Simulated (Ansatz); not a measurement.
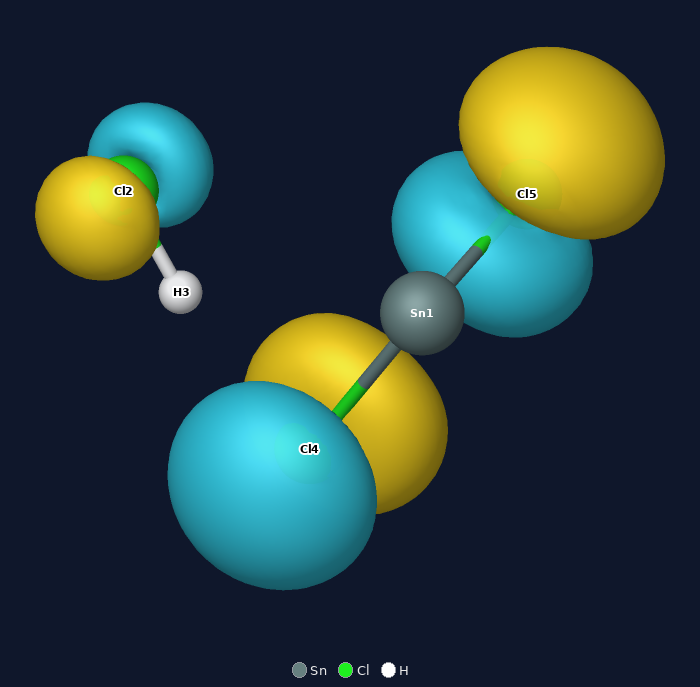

Figure 1: Cl2Sn···HCl. The HOMO−1 at ±0.08 Å⁻³ᐟ² (yellow and cyan are the two phases), seen across its widest extent.

Core potentials replace the inner electrons of Sn.

Method: UKS PBE-D4/def2-SVP (Ansatz 0.2.0).

Input file:

```
crystal:
  periodic: [false, false, false]
  atoms:
    - { symbol: Sn, position_ang: [0.359, 1.2403, 0.2715] }
    - { symbol: Cl, position_ang: [1.2557, -0.9333, -1.2759] }
    - { symbol: H, position_ang: [-0.4086, -0.5268, -0.8902] }
    - { symbol: Cl, position_ang: [-1.7283, -0.0753, -0.5341] }
    - { symbol: Cl, position_ang: [0.5222, 0.2952, 2.4288] }
magnetization:
  spin_polarized: true
basis:
  gaussian: { orbitals: def2-SVP }
hamiltonian:
  xc: pbe
  dispersion: d4
relax:
  f_tol: 0.15
  max_steps: 25
  restrain:
    - { distance: [2, 1], at: 1.33, k: 30.0 }
    - { distance: [0, 1], at: 3.71, k: 30.0 }
    - { distance: [0, 2], at: 3.0, k: 30.0 }
output:
  orbitals: {}
```

Run with:

```sh
ansatz run input.yaml --threads 2 --pin off --max-ram 3072MiB --backend cpu --events-out ev --progress --plain --runs-dir out
```

The fields are those of the relaxed geometry.

Q: Describe this orbital and give its energy.

A: It lies mainly on Cl4 (about 45 %) and Cl5 (about 45 %); largely a combination of lone pairs on Cl4 and Cl5. Its energy is −7.31 eV.
